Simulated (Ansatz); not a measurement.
# BiAs (model cell, started as zinc blende): following an unstable mode, part 3 of 3

Which phase does BiAs (model cell, started as zinc blende) fall into along its unstable mode, and how much energy does it gain?

Ansatz 0.2.0; DFT PBEsol, scalar-relativistic, plane waves, PAW.

So far. Step 4 (The mode frozen in, largest atomic shift 0.6 Å): The run ends at a pressure of -1.20 GPa, with forces up to 0.36 eV/Å. Step 5 (Energy along the mode, all amplitudes (two of the runs …): The lowest of the steps tried is the last one, at 0.6 Å, 24.5 meV/atom below the parent; the bottom of the well need not coincide with a step.

The structure was built from a prototype and need not be the compound's stable phase.

## (6) Relaxation from the frozen mode (continued)

Step by step (22 of 31):

```
step  energy less that of the first step (eV)  largest force component (eV/Å)  pressure (GPa)  volume (Å³)
   1                                   0.0000                          0.2915           -1.20       287.29
   2                                  -0.1633                          0.4706            0.67       270.97
   4                                  -0.3795                          0.0475           -0.36       260.16
   5                                  -0.4675                          0.0978           -0.03       251.51
   7                                  -0.6686                          0.1893            0.27       239.23
   8                                  -0.7986                          0.2828            0.45       232.83
  10                                  -0.8834                          0.6900           -0.14       229.21
  11                                  -1.0339                          0.2202           -0.21       230.52
  12                                  -1.1128                          0.2101           -0.05       229.35
  14                                  -1.3533                          0.1863           -0.15       227.53
  15                                  -1.4801                          0.1829           -0.10       224.94
  17                                  -1.6759                          0.1221           -0.12       218.76
  18                                  -1.6450                          0.4227            1.34       212.86
  20                                  -1.7433                          0.1016           -0.22       216.31
  21                                  -1.7640                          0.2645            0.65       212.20
  22                                  -1.8139                          0.0370            0.09       212.37
  24                                  -1.8218                          0.0420            0.17       211.67
  25                                  -1.8221                          0.0306           -0.06       212.45
  27                                  -1.8226                          0.0006            0.00       212.22
 28*                                  -1.8233                          0.0006            0.03       212.22
  30                                  -1.8234                          0.0001            0.00       212.30
 31*                                  -1.8234                          0.0001            0.00       212.30
```

Relaxation steps marked * repeat the geometry before them on a plane-wave basis chosen anew for their cell, so energy and pressure can jump there. Other such steps can lie between the rows shown. Relaxation steps 10, 18 were tried and not accepted.

Forces are held to the 4 operations that the run works with; a distortion that breaks them can't arise in this run.

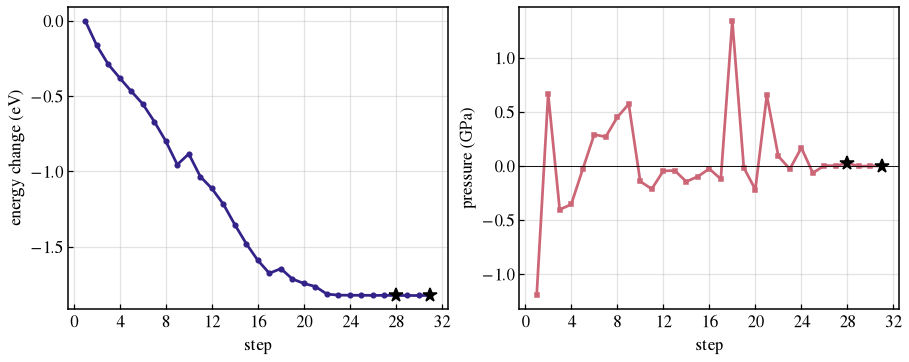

Energy and pressure along the relaxation. Stars mark steps on a basis chosen anew.

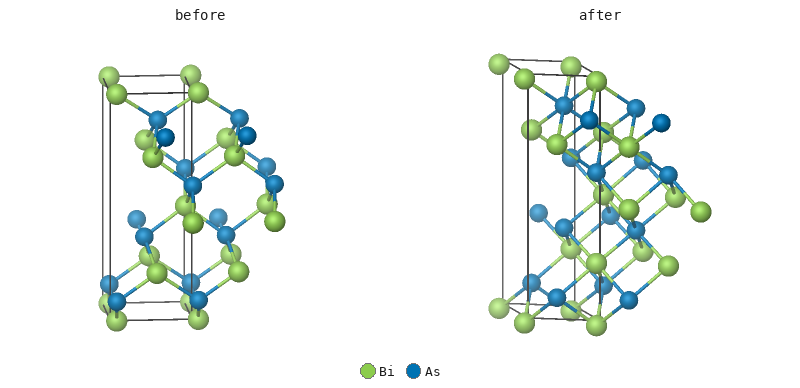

Before and after, at one scale. Bonds to atoms that aren't drawn are left out.

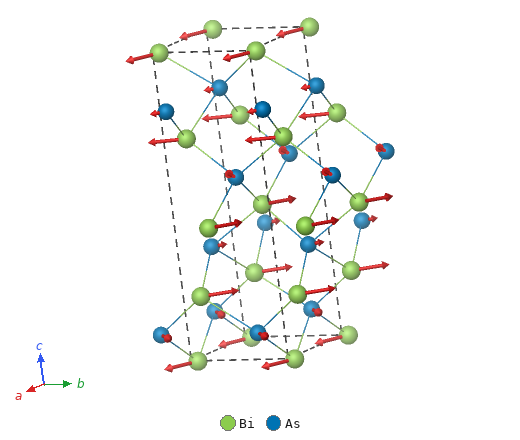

Displacements in the relaxation, exaggerated, measured against the changing cell; the longest in the cell stands for 1.19 Å. Bonds to atoms that aren't drawn are left out. 2×2×1 cells are drawn. Some periodic images of atoms are drawn too.

```csv
cell as run,before,after,change
a (Å),4.666,4.153,-11.0 %
b (Å),4.666,4.153,-11.0 %
c (Å),13.197,14.213,+7.7 %
γ (°),90.00,60.00,-33.3 %
volume (Å³/atom),35.91,26.54,-26.1 %
```

The atoms that moved most (Å, as changes of fractional coordinates times the final cell):

| atom | dx | dy | dz | length |
| --- | --- | --- | --- | --- |
| Bi3 | -0.036 | -1.162 | -0.257 | 1.190 |
| Bi2 | 0.036 | -1.162 | 0.257 | 1.190 |
| Bi4 | -0.036 | 1.162 | 0.257 | 1.190 |
| Bi1 | 0.036 | 1.162 | -0.257 | 1.190 |
| As7 | 0.000 | 0.000 | 0.968 | 0.968 |
| As8 | 0.000 | 0.000 | -0.968 | 0.968 |
| As5 | 0.000 | -0.378 | 0.000 | 0.378 |
| As6 | 0.000 | 0.378 | 0.000 | 0.378 |

Numbers from this step:

- pressure: 1.07e-4 GPa
- volume per atom: 26.54 Å³

The distorted start has space group C222_1; the relaxation ends in P6_3/mmc.

## (7) The new phase in its own primitive cell

The relaxed structure is symmetrised, reduced to its primitive cell and relaxed tightly, as its phonons need.

input.yaml reads:

```yaml
crystal:
  lattice:
    - [4.1530496395, 0.0, 0.0]
    - [-2.0765248198, 3.596646491, 0.0]
    - [0.0, 0.0, 14.2125016762]
  atoms:
    - { symbol: Bi, position: [0.6666666667, 0.3333333333, 0.8775264778] }
    - { symbol: Bi, position: [0.3333333333, 0.6666666667, 0.3775264778] }
    - { symbol: Bi, position: [0.6666666667, 0.3333333333, 0.6224735222] }
    - { symbol: Bi, position: [0.3333333333, 0.6666666667, 0.1224735222] }
    - { symbol: As, position: [0.0, 0.0, 0.5] }
    - { symbol: As, position: [0.0, 0.0, 0.0] }
    - { symbol: As, position: [0.6666666667, 0.3333333333, 0.25] }
    - { symbol: As, position: [0.3333333333, 0.6666666667, 0.75] }
kpoints:
  mp_grid: { grid: [9, 9, 4] }
hamiltonian:
  xc: pbesol
scf:
  occupations: { method: methfessel_paxton, width: 0.15 }
output:
  forces: true
  stress: true
  eigenvalues: true
relax:
  adjacent_minimum: "off"
  f_tol: 0.001
  max_steps: 60
  cell: { stress_tol: 0.01 }
```

Started as:

```bash
$ ansatz run input.yaml --threads 4 --pin off --max-ram 7168MiB --backend cpu --events-out ev --progress --plain --runs-dir out
```

Numbers of over 12 decimals in the logs are rounded to 6 here.

The program printed:

```text
[...]
Crystal: 8 atoms, lattice volume = 212.293 Å³
Basis set: ecut = 420 eV, 4109 PW (Γ), exchange–correlation on 60×60×192 points (8 copies of the dense FFT grid, shifted against one another)
Bands: 72, of which v1, the nominal top of the filled ones, is band 60 counted from 1 (59 counted from 0)
Symmetry: 24 space group operations
[...]
k-points: 36 of 324
[...]
- [0.0, 0.0, 14.216032]
  atoms:
    - { symbol: Bi, position: [0.666667, 0.333333, 0.877453] }
    - { symbol: Bi, position: [0.333333, 0.666667, 0.377453] }
    - { symbol: Bi, position: [0.666667, 0.333333, 0.622547] }
    - { symbol: Bi, position: [0.333333, 0.666667, 0.122547] }
    - { symbol: As, position: [0, 0, 0.5] }
    - { symbol: As, position: [0, 0, 0] }
    - { symbol: As, position: [0.666667, 0.333333, 0.25] }
    - { symbol: As, position: [0.333333, 0.666667, 0.75] }
[key lines of the parts left out:]
SCF converged after 6 iterations
Free energy (F): -68219.772319 eV
Fermi energy:    10.783719 eV
P = ⅓ Tr σ = -0.0004 GPa (-0.004 kbar)
```

The job ended after 36 s (4 threads of Arm Neoverse V1, shared host; peak memory 0.9 GiB; 2.3 min of CPU time).

Little changed from the start: no atom moved by 0.005 Å and no cell edge by 0.1 %.

This step gave:

```yaml
pressure: -4.15e-4 GPa
```

The largest force component left is 0.088 meV/Å and the pressure is 0.000 GPa, within the tolerances set. The cell now holds 26.54 Å³/atom.

## (8) Summary of results

* unstable mode of the parent: q = (0, 0.25, 0.25), 36i cm⁻¹
* depth at the lowest point sampled: 24.5 meV/atom
* largest atomic shift at that point: 0.6 Å
* space group reached (within 0.01 Å): P6_3/mmc
* energy gained over the parent (first relaxation, on the mesh of the frozen mode): 252 meV/atom
* volume per atom, phase reached: 26.5 Å³

What this shows: From this start the structure relaxes into P6_3/mmc, 252 meV/atom below the parent. At the parent's cell the well is 24.52 meV/atom deep on the steps tried, with its lowest point at a shift of 0.6 Å. That is the last step tried, so the steps alone don't bracket the bottom of the well. Relaxing atoms and cell changes the gain by +227.92 meV/atom against the lowest step (energies at zero smearing). Most of the total comes from this relaxation. The frozen pattern makes up only 0 % of the final shifts of the atoms, so other modes or strain give most of the change. The modes of the phase reached were not computed on this path. Of the 2 patterns followed to their end from this parent, this one reaches the lowest energy. Each path keeps the symmetry of its pattern, so a lower phase may lie along a pattern not tried. With no gap, or one that is small against the smearing, the frequencies hang on the k mesh and the smearing, most of all near Kohn anomalies. Spin-orbit coupling is left out, which can matter for the heavy elements here. A phonon run warned that its eigensolver left some bands unconverged in a pass. The starting cell was built on a prototype and not taken from a measurement, so the phase need not exist.

[Logs are printed without paths, hosts, clocks, repeated set-up lines and the standing remarks that a program may print on its own settings, such as how far it seeks lower states.]

[Hosts, paths, dates, database ids (printed as entryN), source tags and the programs' standing remarks are cut or masked in the printed files.]
